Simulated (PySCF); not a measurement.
## Electronic structure of C₄H₅ClN₂Si in real space

```xyz
13

Si    2.3918   -0.0549    0.2976
C     0.5109    0.1311    0.1433
C    -0.3234   -0.7656   -0.5391
C    -1.6762   -0.5113   -0.5615
C    -2.0933    0.6382    0.1161
Cl   -3.7563    1.0617    0.1564
N    -1.2659    1.4465    0.7434
N     0.0077    1.1938    0.7516
H     2.9920    1.2706    0.2396
H     2.8252   -0.8951   -0.8241
H     2.6757   -0.7370    1.5603
H     0.0934   -1.6299   -1.0352
H    -2.3860   -1.1477   -1.0662
```

Geometry: GFN2-xTB.

Theory: PBE0/def2-SVPD, SCF density, gas phase (PySCF 2.14.0).

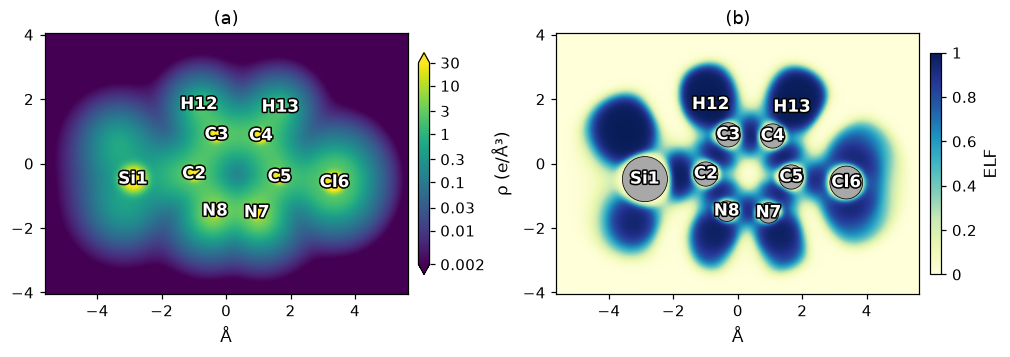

Figure 1. (a) electron density; (b) ELF on the plane of atoms C2, C3 and C4. Grey discs cover the atomic cores in the ELF map.

### Interpret the plot.

The section cuts through Si, C, Cl, N and H sites.
N–N (1.30 Å): the density is about 2.8 e/Å³ at the midpoint; the ELF peaks at about 0.90 between the atoms; localised, covalent bonding.
C–N (1.32 Å): the density is about 2.6 e/Å³ at the midpoint; the ELF peaks at about 0.90 between the atoms: localised, covalent bonding.
C–C (1.38 Å): the density is about 2.1 e/Å³ at the midpoint; the ELF peaks at about 0.95 between the atoms: localised, covalent bonding.
C–Cl (1.72 Å): ρ at the midpoint is about 1.5 e/Å³; the ELF peaks at about 0.90 between the atoms: a shared electron pair.
C–Si (1.90 Å): ρ is about 0.94 e/Å³ halfway; the ELF peaks at about 1 between the atoms; localised, covalent bonding.
The ELF also peaks beside N7, N8 and Cl6, away from the bonds: lone-pair regions.

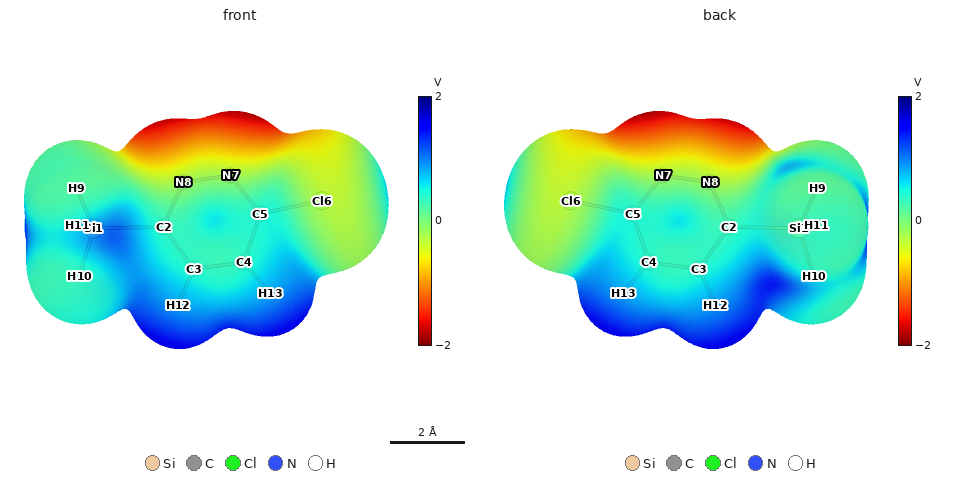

Figure 2. The molecular electrostatic potential painted on the density surface at 0.002 e/bohr³, seen from the front and from behind; red is negative and blue positive.

### Which sites attract a positive test charge, and which a negative one?

A positive charge is drawn to the negative regions and a negative charge to the positive ones. The most negative region (about −1.8 V) lies over N7, the most positive (about +1.6 V) over H12 and H13. Cl6 shows a σ-hole: about +0.7 V at the tip opposite its bond, against about −0.4 V on its flanks. N7 is the likeliest acceptor of a hydrogen bond.
